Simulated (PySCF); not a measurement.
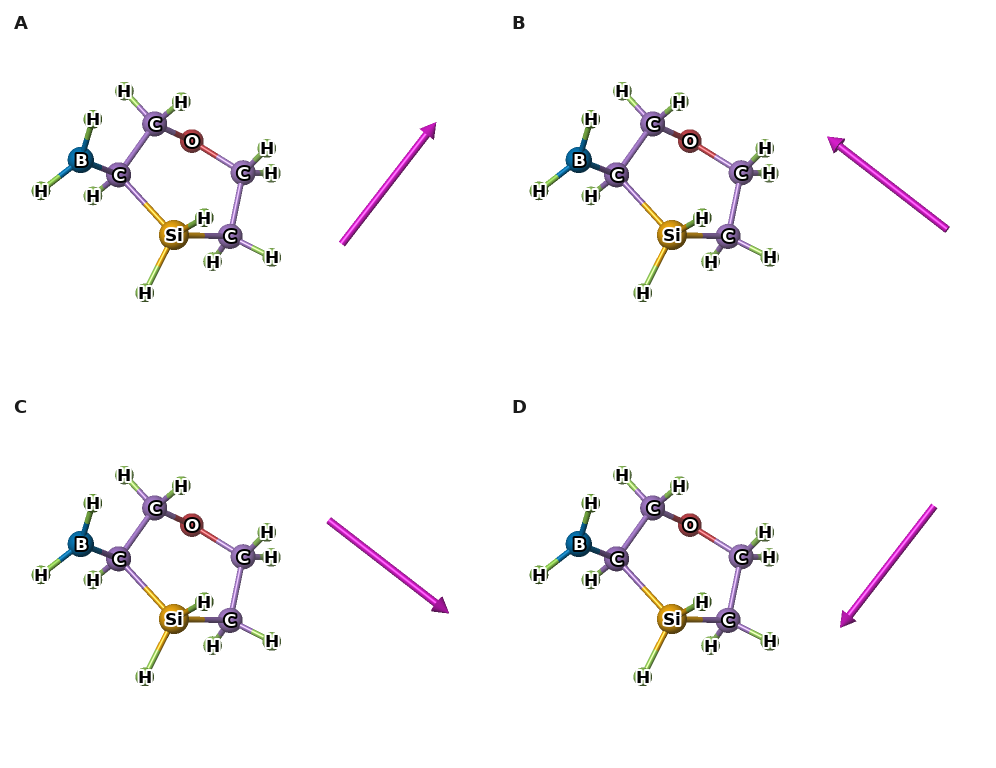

The same molecule four times, each with an arrow. Computed geometry: GFN2-xTB optimisation. No frequency run is at hand to confirm it as a minimum. Level of theory: ωB97X-D/def2-SVPD, gas phase (PySCF 2.14.0).

Which arrow points along the dipole moment, from the negative to the positive end?

C. The dipole moment is 1.11 D.

The geometry is semi-empirical. Around B, Si such bond lengths and angles can be off by a tenth of an ångström or more and by several degrees, and values that hang on the shape move with them.
